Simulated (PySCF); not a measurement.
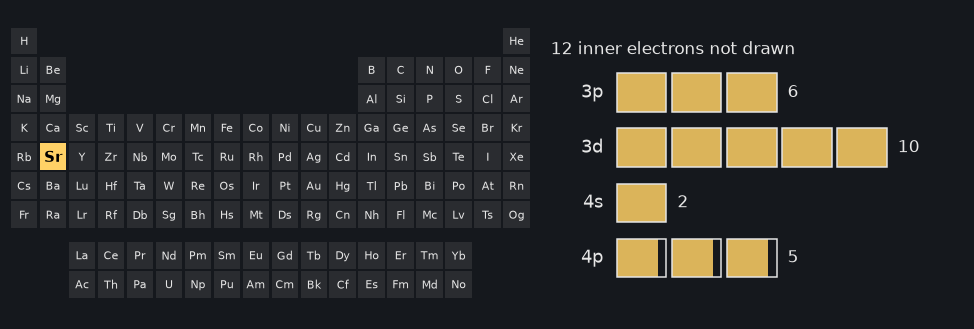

Left, the place of strontium in the periodic table; right, the outer shells of the nominal configuration: a box for each of the 2l + 1 orbitals, shaded by the share of the shell that is filled, with the electron count at the right.

## Sr³⁺: atomic calculation

- system: Sr³⁺, configuration 1s2 2s2 2p6 3s2 3p6 3d10 4s2 4p5, multiplicity 2.
- method: unrestricted M06-L, Sapporo-DKH3-DZP-2012, spin-free X2C-1e, Gaussian nucleus (PySCF)

## Results in brief

```
      quantity                                                                 value
       outcome                                                             converged
  total energy                                                    −3176.8035 hartree
          ⟨S²⟩                                                                 0.752
          ⟨L²⟩                                                                  2.01
SCF iterations                                                                     7
      hardware  1 thread of Arm Neoverse V2, 23 GiB of memory available, shared host
     wall time                                                                 1.1 s
```

## Remarks

Limits: level shift left on, which raises the virtual orbital energies.

## Input
```python
from pyscf import gto, scf, dft, mp, cc
import basis_set_exchange as bse
mol = gto.M(atom="Sr 0 0 0", charge=3, spin=1, symmetry="D2h",
            basis=gto.basis.parse(bse.get_basis("Sapporo-DKH3-DZP-2012", elements=["Sr"], fmt="nwchem", header=False)),
            nucmod="G")
mf = dft.UKS(mol, xc="M06L").sfx2c1e()
mf.irrep_nelec = {'Ag': (6, 6), 'B1g': (1, 1), 'B2g': (1, 1), 'B3g': (1, 1), 'B1u': (3, 3), 'B2u': (3, 3), 'B3u': (3, 2)}
mf.kernel()
```

The script is an equivalent of what the driver set up; the driver computed the properties (radii, ⟨L²⟩, response) afterwards. It also set what the script leaves out: max_cycle = 50, level_shift = 0.1, guess = atom. It held the occupations shell by shell, which the script's counts by irreducible representation don't always enforce.

The run was one of a batch that the task file lists, launched with:
```bash
OMP_NUM_THREADS=1 python <driver script> TASK.json OUT
```

## Log (extracts)
```
damping factor = 0
level_shift factor = 0.1
DIIS = <class 'pyscf.scf.diis.CDIIS'>
diis_start_cycle = 1
diis_space = 10
diis_damp = 0
SCF conv_tol = 1e-09
SCF conv_tol_grad = None
number electrons alpha = 18  beta = 17
irrep_nelec {'Ag': (6, 6), 'B1g': (1, 1), 'B2g': (1, 1), 'B3g': (1, 1), 'B1u': (3, 3), 'B2u': (3, 3), 'B3u': (3, 2)}
XC functionals = M06L
    Y. Zhao and D. G. Truhlar.,  J. Chem. Phys. 125, 194101 (2006)
    Y. Zhao and D. G. Truhlar.,  J. Chem. Phys. 125, 194101 (2006)
    Y. Zhao and D. G. Truhlar.,  Theor. Chem. Acc. 120, 215 (2008)
alpha HOMO (B1u) = -0.925935079697711  LUMO (Ag) = -0.147571952290516

WARN: HOMO -0.925935079697711 >= LUMO -0.925935079737131

cycle= 1 E= -3176.75921640184  delta_E= 2.15  |g|= 0.28  |ddm|= 1.68
alpha HOMO (B1u) = -1.92665125181568  LUMO (Ag) = -0.72465565464626
  HOMO = -1.89782734583  LUMO = -1.7681571096  gap/eV = 3.52851
cycle= 2 E= -3176.80168835383  delta_E= -0.0425  |g|= 0.0976  |ddm|= 0.419
alpha HOMO (B1u) = -1.86346346102327  LUMO (Ag) = -0.669292418885373
  HOMO = -1.83520427583  LUMO = -1.70062001242  gap/eV = 3.66222
cycle= 3 E= -3176.80351425675  delta_E= -0.00183  |g|= 0.0144  |ddm|= 0.106
alpha HOMO (B1u) = -1.8596851147713  LUMO (Ag) = -0.667927363294957
  HOMO = -1.83168467905  LUMO = -1.69537065928  gap/eV = 3.70929
cycle= 4 E= -3176.80354125275  delta_E= -2.7e-05  |g|= 0.000677  |ddm|= 0.00589
alpha HOMO (B1u) = -1.85986684360003  LUMO (Ag) = -0.668400359223711
  HOMO = -1.83194618791  LUMO = -1.69525956228  gap/eV = 3.71943
cycle= 5 E= -3176.80354148891  delta_E= -2.36e-07  |g|= 6.93e-05  |ddm|= 0.000979
alpha HOMO (B1u) = -1.85986959566423  LUMO (Ag) = -0.668432761527648
  HOMO = -1.83196203335  LUMO = -1.69524928675  gap/eV = 3.72014
cycle= 6 E= -3176.80354149138  delta_E= -2.47e-09  |g|= 5.59e-06  |ddm|= 9.04e-05
alpha HOMO (B1u) = -1.85986964615242  LUMO (Ag) = -0.668431381294104
  HOMO = -1.83196243877  LUMO = -1.69524841911  gap/eV = 3.72018
cycle= 7 E= -3176.80354149139  delta_E= -1.59e-11  |g|= 3.39e-07  |ddm|= 7.92e-06
converged SCF energy = -3176.80354149139  <S^2> = 0.75204109  2S+1 = 2.00204
```

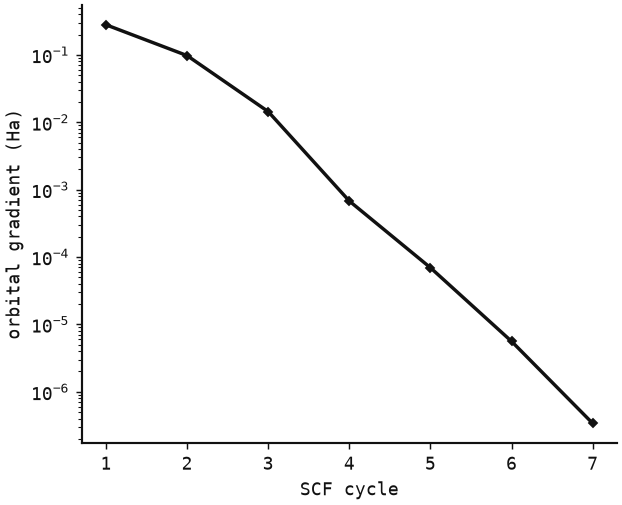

Convergence: orbital gradient against the SCF cycle. The residual falls at every step. It goes from 0.28 to 3.4×10⁻⁷ in 7 steps.

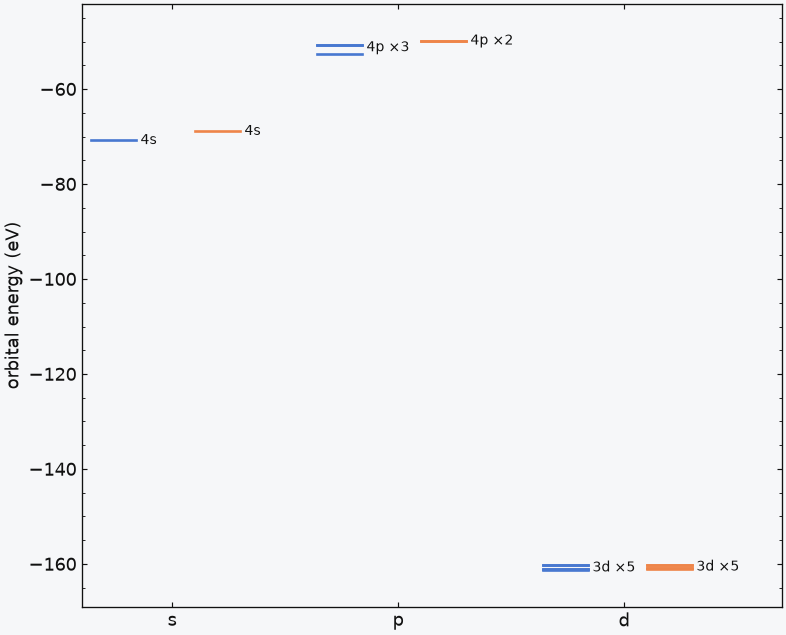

Orbital energies of the mean field, from the top down to −161.3 eV, by angular momentum, α spin at the left of each column and β at the right; ×n counts the orbitals under one label. The highest filled orbital is 4p β at −49.9 eV, the lowest empty one p β at −46.1 eV.
